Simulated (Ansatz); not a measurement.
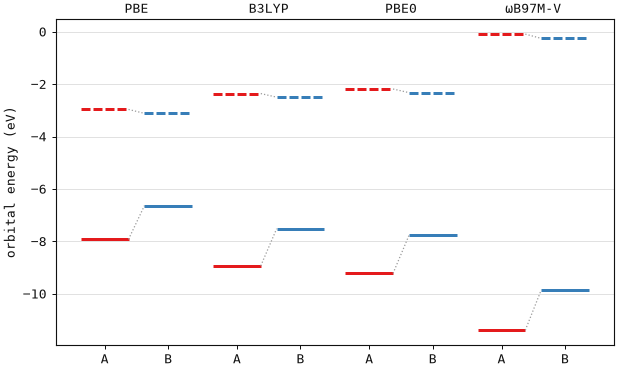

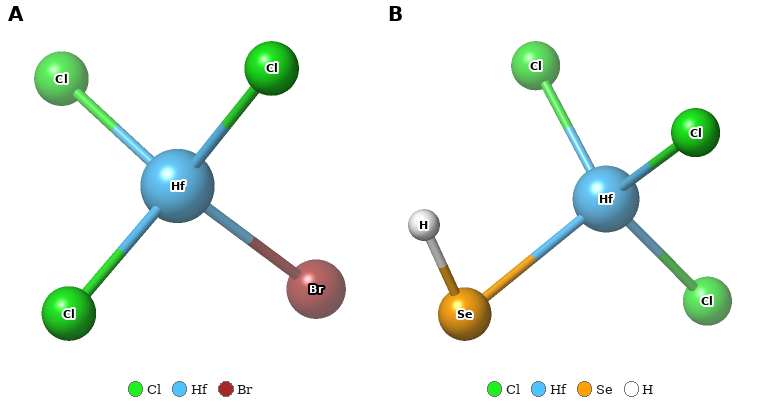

One change: A, HfBrCl₃ (SMILES [Cl][Hf]([Cl])([Cl])[Br]), becomes B, HfHSeCl₃ (SMILES [Cl][Hf]([Cl])([Cl])[SeH]). Br on Hf is replaced by SeH. HOMO (solid) and LUMO (dashed) computed in def2-TZVPP at PBE0-D4/def2-TZVP geometries, both minima by their frequencies, gas phase, the Ansatz code 0.2.0.

Q: What does the change do to HOMO and LUMO?

A: PBE: the HOMO rises by 1.28 eV, the LUMO falls by 0.15 eV, and the separation goes from 4.96 to 3.53 eV. B3LYP: the HOMO rises by 1.42 eV, the LUMO falls by 0.14 eV, and the separation goes from 6.57 to 5.02 eV. PBE0: the HOMO rises by 1.45 eV, the LUMO falls by 0.14 eV, and the separation goes from 7.04 to 5.45 eV. ωB97M-V: the HOMO rises by 1.53 eV, the LUMO falls by 0.16 eV, and the separation goes from 11.30 to 9.61 eV.

Q: Do the functionals agree on the effect?

A: They agree on the direction for both levels; the HOMO shift lies between 1.28 and 1.53 eV and the LUMO shift between −0.16 and −0.14 eV, while the separations themselves differ by up to 6.3 eV between functionals.

Note: core potentials past krypton; spin-orbit coupling is left out, and with Hf it can shift these values.
